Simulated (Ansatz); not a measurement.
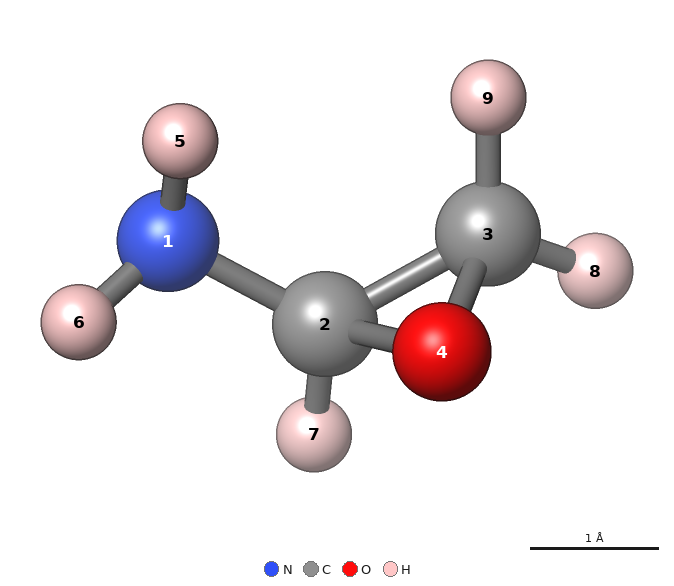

Orthographic view. Depth is shown by fading: the farther an atom, the more it takes the colour of the background. The computed structure is the end point of a PBE-D4/def2-SVP optimisation. No frequency run is at hand to confirm it as a minimum.

Write a MOL file (V2000) with the atoms in numerical order, bonds sorted by atom number with the orders drawn, and coordinates in the frame of the picture: x right, y up, z towards the viewer, origin at the mean position.

```
C2H5NO
                    3D

  9  9  0  0  0  0  0  0  0  0999 V2000
   -1.3700    0.2200   -0.0100 N   0  0  0  0  0  0  0  0  0  0  0  0
   -0.1300   -0.4400   -0.2100 C   0  0  1  0  0  0  0  0  0  0  0  0
    1.1500    0.2700   -0.1400 C   0  0  0  0  0  0  0  0  0  0  0  0
    0.7900   -0.6600    0.8900 O   0  0  0  0  0  0  0  0  0  0  0  0
   -1.2700    1.0000    0.6500 H   0  0  0  0  0  0  0  0  0  0  0  0
   -2.0700   -0.4200    0.3800 H   0  0  0  0  0  0  0  0  0  0  0  0
   -0.2200   -1.3100   -0.9000 H   0  0  0  0  0  0  0  0  0  0  0  0
    1.9900   -0.0200   -0.8000 H   0  0  0  0  0  0  0  0  0  0  0  0
    1.1500    1.3500    0.1500 H   0  0  0  0  0  0  0  0  0  0  0  0
  1  2  1  0
  1  5  1  0
  1  6  1  0
  2  3  1  0
  2  4  1  0
  2  7  1  0
  3  4  1  0
  3  8  1  0
  3  9  1  0
M  END
```
